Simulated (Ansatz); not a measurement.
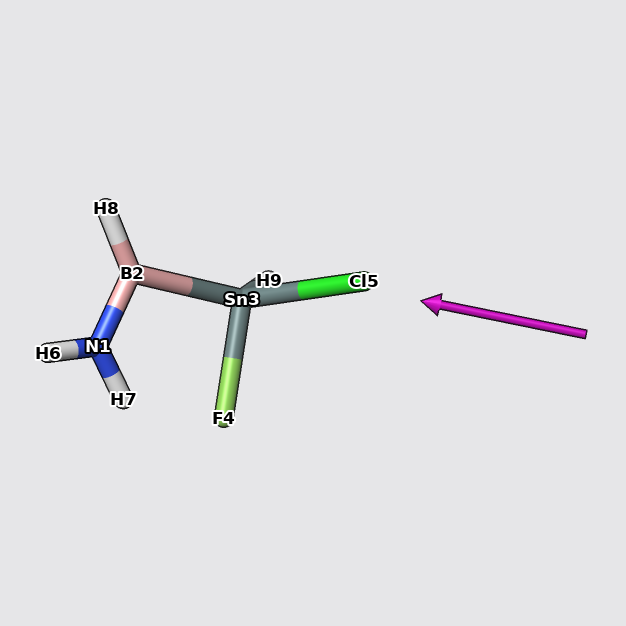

The arrow beside the molecule shows the direction of the dipole moment, from the negative to the positive end (its length means nothing). Computed geometry: PBE-D4/def2-SVP optimisation. No frequency run is at hand to confirm it as a minimum. Properties computed with RKS PBE-D4/def2-SVP, core potentials on Sn (Ansatz 0.2.0).

**How large is the dipole moment?**

4.08 D; it points from the side of Cl5 to the side of H6 (the outermost atoms at the two ends).
